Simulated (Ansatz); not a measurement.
# Phonon-limited resistivity of CoPtO2 (R-3m), part 2 of 2

The plan: relax CoPtO2 (R-3m), check its phonons, and, if the lattice is stable, compute its Eliashberg function and ρ(T).

Ansatz 0.2.0; DFT PBE, scalar-relativistic, plane waves, PAW.

So far, coupling constant λ: step 5 (coupling and resistivity: q 2×2×2, k 6×6×6, scattering …) 0.0701. Also log mean phonon energy ħω_log (meV): step 5 17.5. The relaxed cell has a = 2.853, c = 17.917 Å (conventional setting).

## Step 6: Electron–phonon run: q 3×3×3, k 9×9×9, scattering 18×18×18

The next rung changes the q mesh, which sets the reach of the force constants and couplings; the k mesh of the density and its response; the scattering mesh, which samples the Fermi surface; the phonon self-energy between the q points, now taken in.

input.yaml reads:

```yaml
crystal:
  lattice:
    - [1.4266605111, 0.8236828302, 5.9721940425]
    - [-1.4266605111, 0.8236828302, 5.9721940425]
    - [0.0, -1.6473656603, 5.9721940425]
  atoms:
    - { symbol: Co, position: [0.5, 0.5, 0.5] }
    - { symbol: Pt, position: [0.0, 0.0, 0.0] }
    - { symbol: O, position: [0.8876309617, 0.8876309617, 0.8876309617] }
    - { symbol: O, position: [0.1123690383, 0.1123690383, 0.1123690383] }
kpoints:
  mp_grid: { grid: [9, 9, 9] }
hamiltonian:
  xc: pbe
scf:
  occupations: { method: methfessel_paxton, width: 0.2 }
output:
  eigenvalues: true
phonons:
  method: dfpt
  qmesh: [3, 3, 3]
  temperatures: { t_max: 1000, t_step: 50 }
  qpath:
    path:
      - [[0.0, 0.0, 0.0], [0.5, 0.5, 0.5], [0.82065212, 0.17934788, 0.5]]
      - [[0.5, -0.17934788, 0.17934788], [0.5, 0.0, 0.0], [0.0, 0.0, 0.0], [0.33967394, -0.33967394, 0.0]]
      - [[0.66032606, 0.0, 0.33967394], [0.5, 0.0, 0.5], [0.0, 0.0, 0.0]]
    npoints: 10
  electrical_resistivity:
    mesh: [18, 18, 18]
    temperatures: [20.0, 50.0, 80.0, 100.0, 150.0, 200.0, 273.0, 300.0, 400.0, 500.0, 600.0, 800.0]
  superconductivity: { mesh: [18, 18, 18] }
```

Run with:

```bash
ansatz run input.yaml --threads 4 --pin off --max-ram 16384MiB --backend cpu --events-out ev --progress --plain --runs-dir out
```

Wall time 40 min (4 threads of Arm Neoverse V2, shared host); peak memory 5.9 GiB.

Numbers from this step:

```yaml
zero_point_energy: 0.2937 eV/cell
highest_frequency_solved_or_plainly_interpolated: 674.8 cm⁻¹
debye_temperature_second_moment: 826 K
resistivity_at_300_k: 85.04 μΩ cm, mean of the axes
coupling_constant_lambda: 0.06324
density_of_states_at_the_fermi_level: 0.1791 states/eV a spin and cell
log_mean_phonon_energy_omega_log: 16.08 meV
transport_coupling_constant_lambda_tr: 0.07535, 0.07535, 0.03021 (xx, yy, zz)
drude_plasma_energy: 5.039, 5.039, 0.3318 eV (xx, yy, zz)
resistivity_times_mean_free_path: 17.61, 17.61, 1517 × 10⁻¹⁶ Ω m² (xx, yy, zz)
second_moment_phonon_energy_omega: 20.74 meV
```

Solved on the 3×3×3 mesh alone; all other wavevectors are interpolated. The phonon branches at the labelled points (cm⁻¹):

```tsv
point	branch 1	branch 2	branch 3	branch 4	branch 9	branch 10	branch 11	branch 12
Γ	0	0	0	157	641	641	662	675
T	84	84	87	87	605	605	657	670
H2	136	138	162	306	572	593	625	632
jump to H0	136	138	162	306	572	593	625	632
L	106	153	158	269	552	573	616	664
Γ	0	0	0	157	641	641	662	675
S0	135	139	162	306	570	592	626	630
jump to S2	135	139	162	306	570	592	626	630
F	105	146	161	277	574	610	621	673
Γ	0	0	0	157	641	641	662	675
```

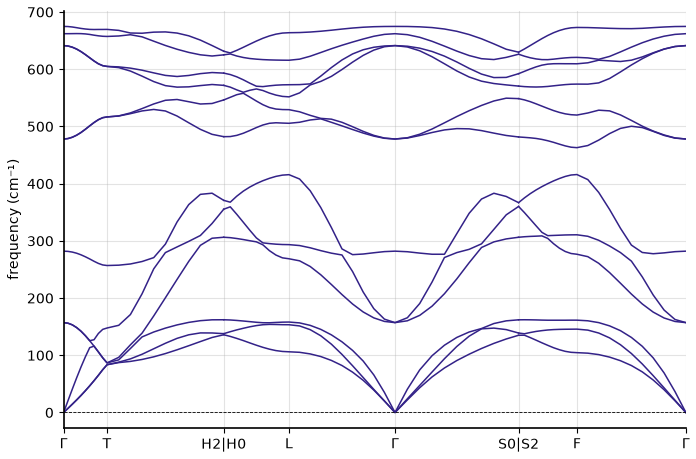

Phonon branches along the path.

The Eliashberg function α²F has structure finer than the step of the table below, so its rows give means over 5 meV, whole bins alone (the curve runs from 0.327 to 83.5 meV). Peaks (meV: height): α²F 14.7: 0.0782, 18.0: 0.0896, 82.8: 0.0297; α²F tr 14.7: 0.0964, 18.0: 0.0545, 82.8: 0.0152.

Eliashberg function α²F against phonon energy; means over each step:

```tsv
phonon energy (meV)	α²F	α²F tr
5	3.7e-4	2.1e-4
10	0.00863	0.0103
15	0.0544	0.0558
20	0.0271	0.0181
25	2.3e-4	2.0e-4
30	0.00232	7.0e-4
35	0.00319	0.00234
40	8.3e-4	0.00111
45	3.6e-4	4.4e-4
50	3.5e-4	5.4e-4
55	0	0
60	3.8e-4	4.9e-4
65	8.4e-4	0.00104
70	0.00114	0.00165
75	0.00247	0.00338
80	0.00485	0.00451
```

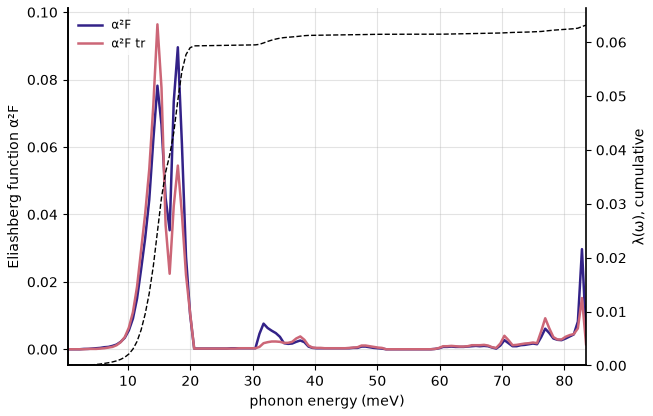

Eliashberg function α²F, plotted against phonon energy. The dashed line is the running λ.

Phonon-limited, linearised Boltzmann equation on a 18x18x18 mesh. Table of resistivity by temperature; values in μΩ cm:

```tsv
temperature (K)	along x	along z
20	0.00165	0.319
50	0.166	12.8
80	0.552	39.1
100	0.820	58.5
150	1.47	108
200	2.11	157
273	3.05	225
300	3.40	248
400	4.67	326
500	5.96	389
600	7.29	439
800	10.0	511
```

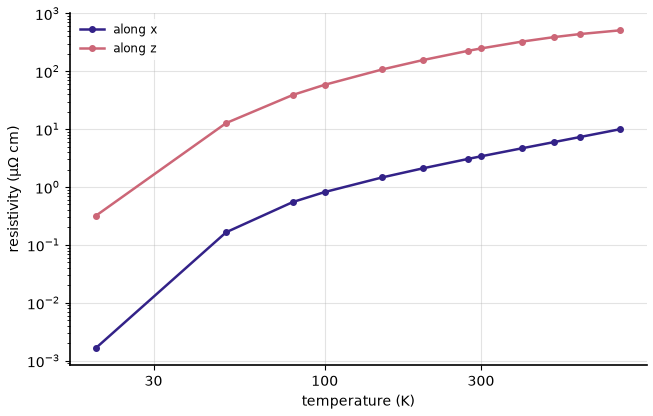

Resistivity, plotted against temperature.

Resistivity, by row:

```tsv
T (K)	ρ_xx (μΩ cm)	ρ_yy	ρ_zz	ρ by Ziman's lowest order, mean	ρ by relaxation times, mean	within 2 % of the coarser mesh
20	0.001649	0.001649	0.3189	0.2552	0.1125	no
50	0.1655	0.1655	12.75	7.124	4.402	no
80	0.552	0.552	39.13	18.63	13.51	no
100	0.8195	0.8195	58.51	26.65	20.18	no
150	1.469	1.469	107.8	46.8	37.09	no
200	2.112	2.112	156.9	66.59	53.89	no
273	3.049	3.049	224.9	93.43	77.16	no
300	3.395	3.395	248.3	102.6	85.19	no
400	4.67	4.67	325.8	133.4	111.8	no
500	5.962	5.962	389	163.8	133.7	no
600	7.289	7.289	439.3	199.4	151.2	no
800	10.01	10.01	511.1	292.6	176.5	no
```

Some points of the scattering mesh along the symmetry lines, up to three branches each (those of largest λ), at most 39 rows; the frequencies are those of the scattering step, which can differ from the solved and plainly interpolated ones; single rows converge slowly. Mode couplings:

```tsv
q1	q2	q3	branch	ħω (meV)	λ_q	half width (meV)
0.3333	0.3333	0.3333	5	15.06	0.0571	0.00729
0.3333	0.3333	0.3333	6	32.46	0.0929	0.055
0.3333	0.3333	0.3333	12	82.79	0.0106	0.0409
0.5	0	0	1	13.73	0.00477	5.07e-4
0.5	0	0	3	20.17	0.00547	0.00125
0.5	0	0	5	37.23	8.42e-4	6.57e-4
0.3333	0	0.3333	1	11.84	0.00981	7.73e-4
0.3333	0	0.3333	2	15.97	0.00957	0.00137
0.3333	0	0.3333	3	18.69	0.00698	0.00137
```

The Eliashberg function α²F has structure finer than the step of the table below, so its rows give means over 5 meV, whole bins alone (the curve runs from 0.327 to 83.5 meV). Peaks (meV: height): α²F 14.7: 0.0782, 18.0: 0.0896, 82.8: 0.0297; Co 17.3: 0.0014, 31.8: 0.0061, 37.6: 0.0022, 82.8: 8.0e-4; Pt 14.7: 0.0764, 18.0: 0.0871; O 82.8: 0.0288.

The Eliashberg function α²F by phonon energy; means over each step:

```tsv
phonon energy (meV)	α²F	Co	Pt	O
5	3.7e-4	5.8e-5	2.7e-4	3.2e-5
10	0.00863	3.4e-4	0.00797	3.2e-4
15	0.0544	7.1e-4	0.0528	9.2e-4
20	0.0271	3.7e-4	0.0262	4.7e-4
25	2.3e-4	1.7e-4	0	9.2e-5
30	0.00232	0.00182	1.2e-4	4.0e-4
35	0.00319	0.00242	3.8e-4	4.0e-4
40	8.3e-4	6.9e-4	2.3e-5	9.2e-5
45	3.6e-4	2.9e-4	0	3.3e-5
50	3.5e-4	3.2e-4	0	3.2e-5
55	0	0	0	0
60	3.8e-4	4.5e-5	0	3.2e-4
65	8.4e-4	6.1e-5	0	7.9e-4
70	0.00114	1.0e-4	0	0.00103
75	0.00247	2.3e-4	1.2e-5	0.00221
80	0.00485	2.6e-4	1.4e-5	0.00452
```

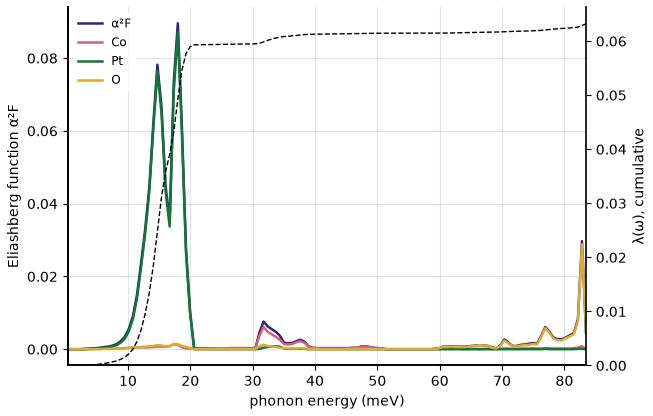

Eliashberg function α²F, plotted against phonon energy. The dashed line is the running λ.

λ by element:

```tsv
share in the modes' patterns	λ
Co	0.002892
Pt	0.05721
O	0.003132
```

λ by pair of elements:

```tsv
motions of the sites of	λ
Co-Co	0.002007
Co-Pt	6.14e-4
Co-O	3.82e-4
Pt-Pt	0.05556
Pt-O	0.001516
O-O	0.003161
```

Largest shares of lambda; single rows converge slowly. Strongest modes:

```tsv
q1	q2	q3	star	branch	ħω (meV)	λ_q	half width (meV)
0.05556	0.2778	-0.1667	12	1	12.82	0.167	0.01544
0.1111	0.3333	-0.1111	12	1	12.93	0.1649	0.01552
0.05556	-0.3889	-0.1667	12	1	13.1	0.1617	0.01561
0	0.2222	0.4444	12	1	13.31	0.1576	0.01571
0.05556	0.4444	-0.1667	12	1	15.12	0.1564	0.02011
0	0.2222	-0.3889	12	1	15.14	0.1553	0.02003
0.05556	0.2778	-0.3333	12	1	15.18	0.1537	0.01993
0.05556	0.2778	-0.5	12	1	13.53	0.1533	0.01579
```

300 K. The cumulative share of the conductivity by mean free path:

```tsv
mean free path (nm)	along x	along z
10	0.00282	9.8e-6
11.2	0.00294	2.7e-5
12.6	0.00298	1.0e-4
14.1	0.00298	1.3e-4
15.8	0.00299	2.4e-4
17.8	0.00299	4.5e-4
19.9	0.00599	0.00129
22.4	0.00894	0.00348
25.1	0.0170	0.00764
28.2	0.0237	0.0138
31.6	0.0369	0.0272
35.5	0.0657	0.0537
39.8	0.0962	0.102
44.7	0.121	0.166
50.1	0.227	0.293
56.2	0.634	0.505
63.1	0.862	0.698
70.8	0.909	0.833
79.4	0.969	0.909
89.1	0.996	0.946
100	0.997	0.991
```

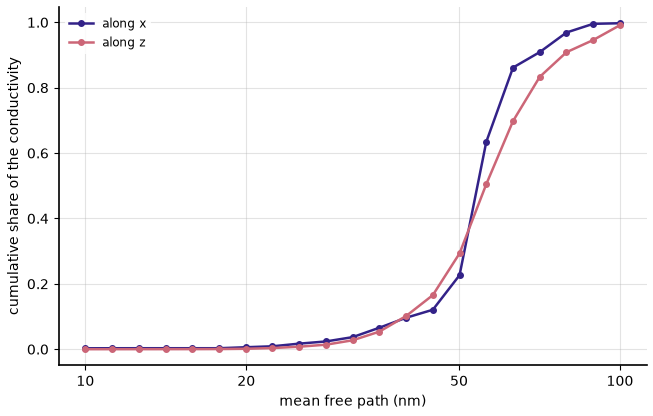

Cumulative share of the conductivity against mean free path.

Resistivity by mesh:

```tsv
mesh	T (K)	mean rho (μΩ cm)
18x18x18	20	0.1074
18x18x18	300	85.04
18x18x18	800	177
9x9x9	20	0.02026
9x9x9	300	19.26
9x9x9	800	60.96
```

Rigid bands, phonons held. The density of states per spin and coupling constant by shift of the Fermi level:

```tsv
shift of the Fermi level (eV)	N (states/eV a spin)	λ
-0.250	0.334	0.130
-0.225	0.332	0.129
-0.200	0.326	0.126
-0.175	0.322	0.123
-0.150	0.301	0.115
-0.125	0.277	0.105
-0.100	0.251	0.0948
-0.075	0.222	0.0839
-0.050	0.431	0.110
-0.025	0.188	0.0689
0.000	0.179	0.0632
0.025	0.178	0.0600
0.050	0.181	0.0569
0.075	0.191	0.0538
0.100	0.206	0.0514
0.125	0.224	0.0497
0.150	0.242	0.0487
0.175	0.266	0.0485
0.200	0.305	0.0496
0.225	0.369	0.0511
0.250	0.520	0.0566
```

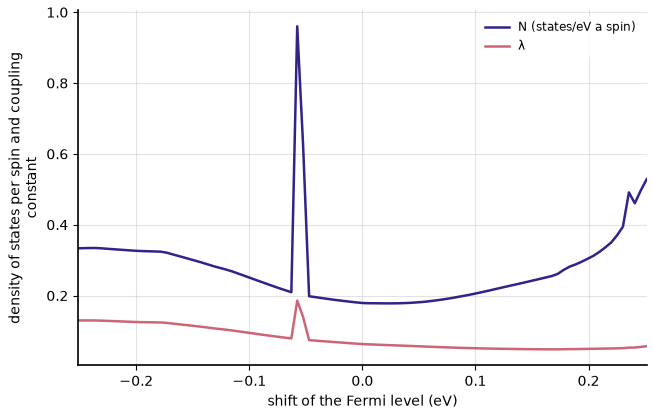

Density of states per spin and coupling constant, plotted against shift of the Fermi level.

Harmonic. Thermo, by row:

```tsv
T (K)	F_vib (meV/atom)	S (J/mol-atom/K)	C_V (J/mol-atom/K)
0	73.41	0	0
50	73.26	1.122	2.733
100	71.87	4.37	6.928
150	68.7	7.867	10.51
200	63.72	11.34	13.68
250	56.97	14.68	16.21
300	48.54	17.81	18.11
350	38.55	20.71	19.51
400	27.12	23.39	20.56
450	14.35	25.86	21.34
500	0.35	28.14	21.95
550	-14.79	30.25	22.41
600	-30.98	32.22	22.78
650	-48.16	34.05	23.08
700	-66.26	35.77	23.32
750	-85.22	37.39	23.52
800	-105	38.91	23.68
850	-125.5	40.35	23.82
900	-146.8	41.72	23.93
950	-168.8	43.01	24.03
1000	-191.4	44.25	24.12
```

Harmonic mean-square displacement, third of the trace. U eq, by row:

```tsv
T (K)	Co1 U_eq (Å²)	Pt2 U_eq (Å²)	O3 U_eq (Å²)	O4 U_eq (Å²)
0	0.00102	7.20e-4	0.00215	0.00215
100	0.00125	0.00118	0.0024	0.0024
300	0.00243	0.00303	0.00359	0.00359
600	0.00454	0.00595	0.00608	0.00608
```

By its own test the run is not converged in the mesh. λ = 0.0632 and 85.0 μΩ cm at 300 K, against 0.0701 and 59.0 in the run with q 2×2×2, k 6×6×6, scattering 12×12×12 (-9.8 % and +44.2 %). The run's own test puts 80 % between its two finest meshes on the component of the resistivity at 300 K that moves most, more than that change. By the run's own test λ moves by 31 % between its two finest scattering meshes.

## Step 7: What came out

```json
{"run": "PBE, q 3×3×3, k 9×9×9, scattering 18×18×18", "coupling constant λ": "0.0632", "log mean phonon energy ħω_log": "16.1 meV", "states at the Fermi level": "0.179 states/eV/spin/cell", "resistivity at 300 K": "3.40, 3.40, 248 μΩ cm (xx, yy, zz)", "Drude plasma energy": "5.04, 5.04, 0.332 eV (xx, yy, zz)", "resistivity times mean free path": "17.6, 17.6, 1517 × 10⁻¹⁶ Ω m² (xx, yy, zz)", "change between its two finest scattering meshes": "λ 31 %, resistivity at 300 K 80 %", "time of that run": "40 min"}
```

In words: On the last rung that gave a resistivity at the base settings (q 3×3×3, k 9×9×9, scattering 18×18×18), CoPtO2 (R-3m) has λ = 0.063 and a phonon-limited resistivity of 85.0 μΩ cm at 300 K. Twice the integral of α²F/ω over this curve gives λ = 0.063, half of it from below 16.0 meV. The coupling is weak (λ = 0.063), so phonons raise the electrons' mass at the Fermi surface by about 6.3 %, if this value holds on finer meshes. By the run's own test λ moves by 31 % between the two scattering meshes. Values of ρ(T) under 50 K rest on the softest modes, mostly interpolated ones, and are the least sure of the table. The high-temperature form ρ = 2π k_B T λ_tr/(ħ ε₀ ω_p²) gives 3.58 μΩ cm along x at 300 K, against 3.40 from the Boltzmann equation. Conduction is anisotropic: the resistivity differs by a factor of 73 between the axes. By their share in the modes' patterns, Pt atoms take 90 % of λ. The three lowest branches give 94 % of λ. By the run's own test, which takes the component that moves most, the resistivity at 300 K moves by 80 % between its two finest scattering meshes, so it is not converged. In the run quoted no mode is imaginary at the wavevectors of the 3×3×3 mesh; wavevectors off that mesh are interpolated. Only scattering by harmonic phonons counts; impurities, grain boundaries and thermal expansion are left out. Spin–orbit coupling, left out here, matters for Pt. The phonon runs are not spin-polarised.

Calculation against experiment:

```
                                                                                                                       quantity  measured  q 2×2×2, fine 12×12×12  q 3×3×3, fine 18×18×18
in-plane resistivity at 300 K (computed: phonon part alone; the measured value holds the sample's residual resistivity) (μΩ cm)       2.1          3.73 (+77.4 %)          3.40 (+61.7 %)
```

Measured values from arxiv:1510.02439 (2015).

**Verdict.** For the in-plane resistivity at 300 K, of the levels listed nearest comes q 3×3×3, fine 18×18×18 (+61.7 %) and farthest q 2×2×2, fine 12×12×12 (+77.4 %). The magnetic state of these runs (no moments) need not be that of the sample, so the match is not graded. Limits of convergence are named above.

[Logs are printed without paths, hosts, clocks, repeated set-up lines and the standing remarks that a program may print on its own settings, such as how far it seeks lower states.]

[Hosts, paths, dates, database ids (printed as entryN), source tags and the programs' standing remarks are cut or masked in the printed files.]
